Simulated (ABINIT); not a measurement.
# Quasiparticle gap of BN (P6_3mc) in ABINIT

Aim: the G0W0 gap of BN (P6_3mc) on LDA, step by step.

Main program and level: ABINIT 10.8.3; LDA and many-body steps on it, plane waves.

The database entry behind the starting cell has ideal inner coordinates that were not refined, so it need not match the best structure at ambient conditions.

## Step 1: Set-up

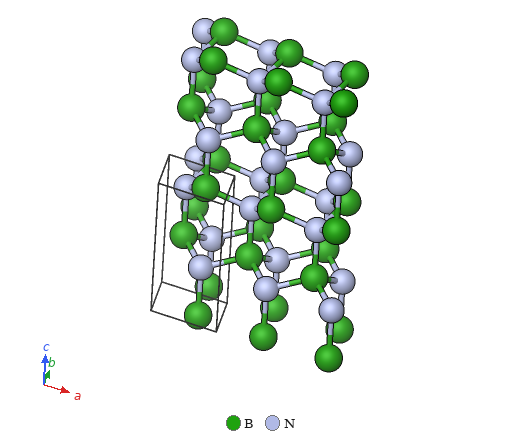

Start, viewed slightly off an axis; boron green, nitrogen light blue. 3×2×2 cells are drawn. Some periodic images of atoms are drawn too.

The cell and positions come from the Crystallography Open Database and are kept as given unless a step says otherwise. This is not the form that BN usually takes at ambient conditions.

## Step 2: Ground state

This step: ABINIT 10.8.3; DFT, LDA, plane waves, norm-conserving pseudopotentials.

The ground-state density comes first.

Contents of run.abi:

```
acell 3*1.0 Angstrom
rprim 
  2.536000000002 -0.000000000000 0.000000000000
  -1.268000000000 2.196240423999 0.000000000000
  0.000000000000 0.000000000000 4.199000000000
ntypat 2
znucl 5 7
natom 4
typat 1 1 2 2
xred 
  0.666666666667 0.333333333333 0.000000000000
  0.333333333333 0.666666666667 0.500000000000
  0.666666666667 0.333333333333 0.375000000000
  0.333333333333 0.666666666667 0.875000000000
pp_dirpath "pseudos"
pseudos "B.upf, N.upf"
ecut 36
ngkpt 9 9 6
nshiftk 1
shiftk 0 0 0
kptopt 1
chksymbreak 0
nband 14
occopt 1
tolvrs 1e-10
nstep 60
prtwf 0
optforces 0
optstress 0
indata_prefix "in"
outdata_prefix "out"
tmpdata_prefix "tmp"
```

Launch:

```console
> OMP_NUM_THREADS=1 mpirun -n 8 abinit run.abi > log
```

Numbers of over 12 decimals in the logs are rounded to 6 here.

The program printed:

```text
.Version 10.8.3 of ABINIT. v10.8.2 released Aug 2026.

 Symmetries : space group P6_3 m c (#186); Bravais hP (primitive hexag.)
================================================================================
 Values of the parameters that define the memory need of the present run
     intxc =       0    ionmov =       0      iscf =       7    lmnmax =       4
     lnmax =       4     mgfft =      45  mpssoang =       2    mqgrid =    3001
     natom =       4  nloc_mem =       1    nspden =       1   nspinor =       1
    nsppol =       1      nsym =      12    n1xccc =    2501    ntypat =       2
    occopt =       1   xclevel =       1
-    mband =          14        mffmem =           1         mkmem =           6
       mpw =        1665          nfft =       32805          nkpt =          48
================================================================================
  Rough estimation (10% accuracy) of disk space for files :
================================================================================

--------------------------------------------------------------------------------
------------- Echo of variables that govern the present computation ------------
--------------------------------------------------------------------------------
 -outvars: echo values of preprocessed input variables --------
            acell      1.8897261259E+00  1.8897261259E+00  1.8897261259E+00 Bohr

      chksymbreak           0
             ecut      3.60000000E+01 Hartree
-          fftalg         312

              ixc       -1012
              kpt      0.00000000E+00  0.00000000E+00  0.00000000E+00
                       1.11111111E-01  0.00000000E+00  0.00000000E+00
                       2.22222222E-01  0.00000000E+00  0.00000000E+00
                       3.33333333E-01  0.00000000E+00  0.00000000E+00
                       4.44444444E-01  0.00000000E+00  0.00000000E+00
                       1.11111111E-01  1.11111111E-01  0.00000000E+00
                       2.22222222E-01  1.11111111E-01  0.00000000E+00
                       3.33333333E-01  1.11111111E-01  0.00000000E+00
                       4.44444444E-01  1.11111111E-01  0.00000000E+00
   [... 37 further rows ...]
                       3.33333333E-01  2.22222222E-01  5.00000000E-01
                       3.33333333E-01  3.33333333E-01  5.00000000E-01
         kptrlatt        9    0    0      0    9    0      0    0    6
          kptrlen      4.31311091E+01
P           mkmem           6
            natom           4
            nband          14
            ngfft          27      27      45
             nkpt          48
            nstep          60
             nsym          12
           ntypat           2
              occ      2.000000  2.000000  2.000000  2.000000  2.000000  2.000000
                       2.000000  2.000000  0.000000  0.000000  0.000000  0.000000
                       0.000000  0.000000
        optforces           0
        optstress           0
            prtwf           0
            rprim      2.5360000000E+00 -0.0000000000E+00  0.0000000000E+00
[...]
spgroup         186

           tolvrs      1.00000000E-10

             xred      6.6666666667E-01  3.3333333333E-01 -1.9428902931E-16
[...]
znucl        5.00000    7.00000

================================================================================

 chkinp: Checking input parameters for consistency.

================================================================================
== DATASET  1 ==================================================================
-   mpi_nproc: 8, omp_nthreads: 1 (-1 if OMP is not activated)

--- !DatasetInfo
iteration_state: {dtset: 1, }
dimensions: {natom: 4, nkpt: 48, mband: 14, nsppol: 1, nspinor: 1, nspden: 1, mpw: 1665, }
cutoff_energies: {ecut:  36.0, pawecutdg:  -1.0, }
electrons: {nelect:   1.60000000E+01, charge:   0.00000000E+00, occopt:   1.00000000E+00, tsmear:   1.00000000E-02, }

 Real(R)+Recip(G) space primitive vectors, cartesian coordinates (Bohr,Bohr^-1):
 R(1)=  4.7923455  0.0000000  0.0000000  G(1)=  0.2086661  0.1204734  0.0000000
 R(2)= -2.3961727  4.1502929  0.0000000  G(2)=  0.0000000  0.2409468  0.0000000
 R(3)=  0.0000000  0.0000000  7.9349600  G(3)=  0.0000000  0.0000000  0.1260246
 Unit cell volume ucvol=  1.5782348E+02 bohr^3
 Angles (23,13,12)=  9.00000000E+01  9.00000000E+01  1.20000000E+02 degrees

 getcut: wavevector=  0.0000  0.0000  0.0000  ngfft=  27  27  45
         ecut(hartree)=     36.000   => boxcut(ratio)=   2.01065

--- Pseudopotential description ------------------------------------------------
- B Generated using ONCVPSP code by D. R. Hamann
-  5.00000   3.00000  180309                  znucl, zion, pspdat
12 -1012 1 -1 1498                            pspcod,pspxc,lmax,lloc,mmax
     nproj     2     2
  pspatm : epsatm=    3.19369156
         --- l  ekb(1:nproj) -->
[...]
pspatm: atomic psp has been read  and splines computed

- N Generated using ONCVPSP code by D. R. Hamann
-  7.00000   5.00000  180309                  znucl, zion, pspdat
12 -1012 1 -1 1058                            pspcod,pspxc,lmax,lloc,mmax
     nproj     2     2
  pspatm : epsatm=    5.30777321
         --- l  ekb(1:nproj) -->
[...]
pspatm: atomic psp has been read  and splines computed

   2.72046872E+02                                ecore*ucvol(ha*bohr**3)
--------------------------------------------------------------------------------

_setup2: Arith. and geom. avg. npw (full set) are    1627.907    1627.882

================================================================================

--- !BeginCycle
iteration_state: {dtset: 1, }
solver: {iscf: 7, nstep: 60, nline: 4, wfoptalg: 0, }
tolerances: {tolvrs: 1.00E-10, }

     iter   Etot(hartree)      deltaE(h)  residm     vres2
 ETOT  1  -26.753998334877    -2.675E+01 9.227E-02 2.110E+02
 ETOT  2  -26.787050532077    -3.305E-02 3.265E-02 1.387E+02
 ETOT  3  -26.847972627783    -6.092E-02 7.198E-03 1.182E+00
 ETOT  4  -26.848478265199    -5.056E-04 6.283E-03 4.665E-03
 ETOT  5  -26.848479727535    -1.462E-06 2.558E-03 3.618E-05
 ETOT  6  -26.848479737227    -9.692E-09 1.812E-03 7.827E-07
 ETOT  7  -26.848479737475    -2.485E-10 1.859E-03 2.309E-08
 ETOT  8  -26.848479737482    -6.860E-12 1.260E-03 7.618E-11

 At SCF step    8       vres2   =  7.62E-11 < tolvrs=  1.00E-10 =>converged.

--- !ResultsGS
iteration_state: {dtset: 1, }
comment   : Summary of ground state results
lattice_vectors:
- [  4.7923455,  -0.0000000,   0.0000000, ]
- [ -2.3961727,   4.1502929,   0.0000000, ]
- [  0.0000000,   0.0000000,   7.9349600, ]
lattice_lengths: [   4.79235,    4.79235,    7.93496, ]
lattice_angles: [ 90.000,  90.000, 120.000, ] # degrees, (23, 13, 12)
lattice_volume:   1.5782348E+02
convergence: {deltae: -6.860E-12, res2:  7.618E-11, residm:  1.260E-03, diffor:  0.000E+00, }
etotal    :  -2.68484797E+01
entropy   :   0.00000000E+00
fermie    :   3.04594368E-01
cartesian_stress_tensor: null
pressure_GPa: null
xred      :
- [  6.6667E-01,   3.3333E-01,  -1.9429E-16,  B]
- [  3.3333E-01,   6.6667E-01,   5.0000E-01,  B]
- [  6.6667E-01,   3.3333E-01,   3.7500E-01,  N]
- [  3.3333E-01,   6.6667E-01,   8.7500E-01,  N]
cartesian_forces: null
force_length_stats: {min: null, max: null, mean: null, }

 Integrated electronic density in atomic spheres:
 ------------------------------------------------
 Atom  Sphere_radius  Integrated_density
[...]
4        2.00000          5.73865366
================================================================================

 ----iterations are completed or convergence reached----

 Mean square residual over all n,k,spin=   86.981E-07; max=  12.603E-04
 reduced coordinates (array xred) for    4 atoms
       0.666666666667      0.333333333333     -0.000000000000
       0.333333333333      0.666666666667      0.500000000000
       0.666666666667      0.333333333333      0.375000000000
       0.333333333333      0.666666666667      0.875000000000
 rms dE/dt=  0.0000E+00; max dE/dt=  0.0000E+00; dE/dt below (all hartree)
    1       0.000000000000      0.000000000000      0.000000000000
    2       0.000000000000      0.000000000000      0.000000000000
    3       0.000000000000      0.000000000000      0.000000000000
    4       0.000000000000      0.000000000000      0.000000000000

 cartesian coordinates (angstrom) at end:
    1      1.268000     0.732080    -0.000000
    2      6.7e-13     1.464160     2.099500
    3      1.268000     0.732080     1.574625
    4      6.7e-13     1.464160     3.674125
 length scales=  1.889726125908  1.889726125908  1.889726125908 bohr
              =  1.000000000000  1.000000000000  1.000000000000 angstroms
 prteigrs : about to open file out_EIG
 Fermi (or HOMO) energy (hartree) =   0.30459   Average Vxc (hartree)=  -0.48701
 Eigenvalues (hartree) for nkpt=  48  k points:
 kpt#   1, nband= 14, wtk=  0.00206, kpt=  0.0000  0.0000  0.0000 (reduced coord)
  -0.44306   -0.28633   -0.10071    0.22589    0.22589    0.29532    0.30459    0.30459
   0.61226    0.61226    0.61925    0.66537    0.70962    0.74237
 prteigrs : prtvol=0 or 1, do not print more k-points.

--- !EnergyTerms
iteration_state     : {dtset: 1, }
comment             : Components of total free energy in Hartree
kinetic             :  1.89532555063184E+01
hartree             :  3.55931797174719E+00
xc                  : -8.71888264913573E+00
Ewald energy        : -2.63954347709457E+01
psp_core            :  1.72374147277214E+00
local_psp           : -1.36270921860500E+01
non_local_psp       : -2.34338508218858E+00
total_energy        : -2.68484797374823E+01
total_energy_eV     : -7.30584352254025E+02
band_energy         :  1.58761931216404E-01

== END DATASET(S) ==============================================================
================================================================================

 -outvars: echo values of variables after computation  --------
           etotal     -2.6848479737E+01
            nband          14
             nkpt          48
          spgroup         186
 [... the other variables as echoed above ...]

 Calculation completed.
```

The job ended after 5.9 s (8 MPI ranks of Arm Neoverse V1, shared host; peak memory 0.48 GiB; 46 s of CPU time).

Numbers from this step:

* total energy: -730.5844 eV
* gap: 5.052 eV
* k of the valence top: 0, 0, 0
* k of the conduction bottom: 0.3333, 0.3333, 0
* least direct gap: 8.286 eV

The gap is indirect, with the least direct gap 3.23 eV higher.

(Part 1 of 3 ends here.)

[Paths, hosts, dates, memory and timing lines, banners, echoed tables and standing remarks are left out of the program output.]

[Logs are printed without paths, hosts, clocks, repeated set-up lines and the standing remarks that a program may print on its own settings, such as how far it seeks lower states.]

[Runs of the session that timed out or met a known fault of the program may be left out.]

[Hosts, paths, dates, database ids (printed as entryN), source tags and the programs' standing remarks are cut or masked in the printed files.]

[G0W0 gaps are taken among the corrected bands and points alone; a level outside them can change the order at an edge.]

[Where Ansatz stands beside ABINIT at settings called matched, ABINIT's density can come from a denser mesh and the files from another edition; pairs whose starting gaps differed by over 0.03 eV were left out, so agreement reads better than it is.]
